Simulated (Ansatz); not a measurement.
# C2H3F2In: what the fields show

Input

```
crystal:
  periodic: [false, false, false]
  atoms:
    - {symbol: C, position_ang: [0.046506, 0.937642, 1.199923]}
    - {symbol: C, position_ang: [-0.561403, -0.067600, 0.580531]}
    - {symbol: In, position_ang: [0.153952, -0.798988, -1.252265]}
    - {symbol: F, position_ang: [-0.524728, -2.231998, -2.367402]}
    - {symbol: F, position_ang: [1.723586, -0.057857, -2.128331]}
    - {symbol: H, position_ang: [-0.324783, 1.318550, 2.148947]}
    - {symbol: H, position_ang: [0.930077, 1.428042, 0.803484]}
    - {symbol: H, position_ang: [-1.443217, -0.527791, 1.015123]}
basis:
  gaussian: {orbitals: def2-TZVPP}
hamiltonian: {xc: pbe0, dispersion: d4}
output: {orbitals: {seedname: orbitals}}
```

Launched as:

```sh
ansatz run in.yaml --threads 2 --pin off --events-out ev --progress --plain --max-ram 32768MiB --backend cpu
```

Geometry: PBE0-D4/def2-TZVP; core potentials replace the inner electrons of In.

Computed with RKS PBE0-D4/def2-TZVPP (Ansatz).

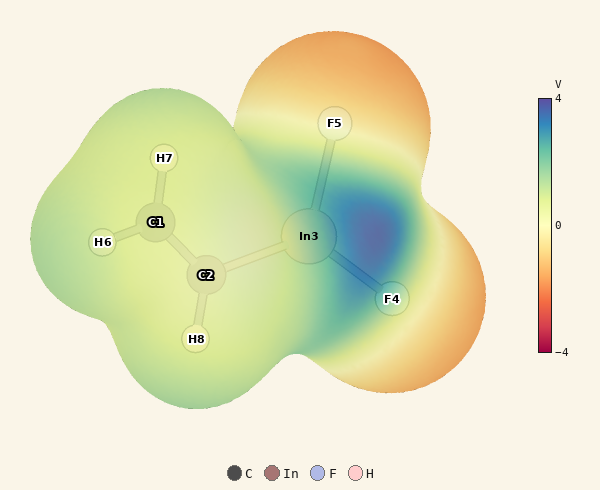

Figure 1. The molecular electrostatic potential painted on the density surface at 0.002 e/bohr³, seen at a tilt; the colour scale runs from red (negative) to blue (positive).

> Describe the electrostatic potential map.

The most negative region (about −1.7 V) lies over F4 and F5, the most positive (about +3.6 V) over In3.

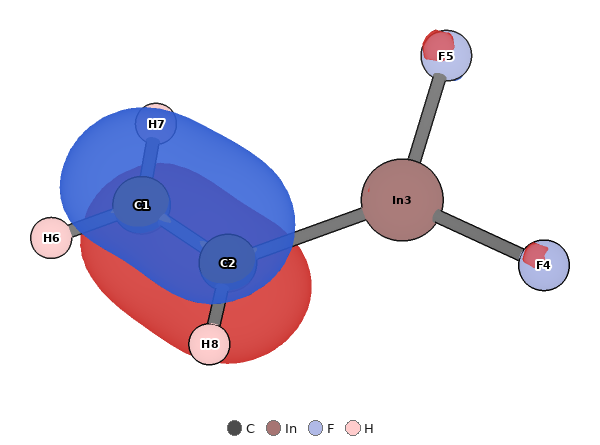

Figure 2. The HOMO at ±0.15 Å⁻³ᐟ² (blue and red are the two phases), seen at a tilt.

> Where does this orbital lie, and at what energy?

By Hirshfeld shares it lies mainly on C2 (about 45 %), C1 (about 40 %) and In3 (about 5 %); it changes sign across the molecular plane (π type); π-bonding across C1–C2. Its energy is −9.03 eV.

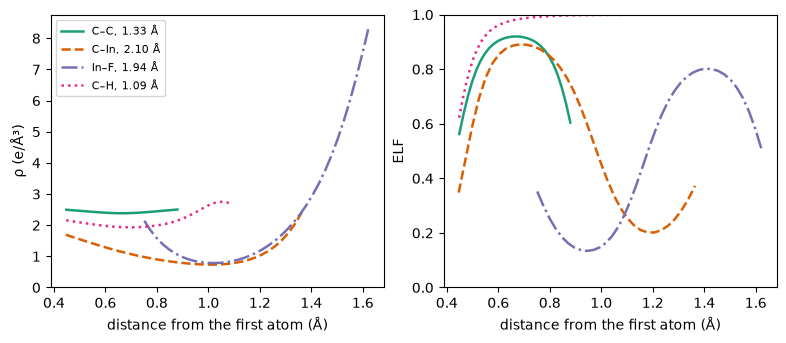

Figure 3. Electron density and ELF along straight lines between neighbouring atoms. The curves leave out the atomic cores.

> What can be read from the curves?

C–C (1.33 Å): ρ at the midpoint is about 2.4 e/Å³; the ELF peaks at about 0.90 between the atoms; a short, multiple covalent bond.
C–In (2.10 Å): ρ at the midpoint is about 0.74 e/Å³; the ELF peaks at about 0.90 in the valence shell of C, 0.7 Å from its nucleus, and drops to about 0.20 between the two atoms.
In–F (1.94 Å): ρ is about 0.81 e/Å³ halfway; the ELF peaks at about 0.80 in the valence shell of F, 0.5 Å from its nucleus, and drops to about 0.15 between the two atoms.
C–H (1.09 Å): the density is about 2 e/Å³ at the midpoint; the ELF climbs to about 1 towards the hydrogen, as it does in any bond to H (a covalent bond by its length).
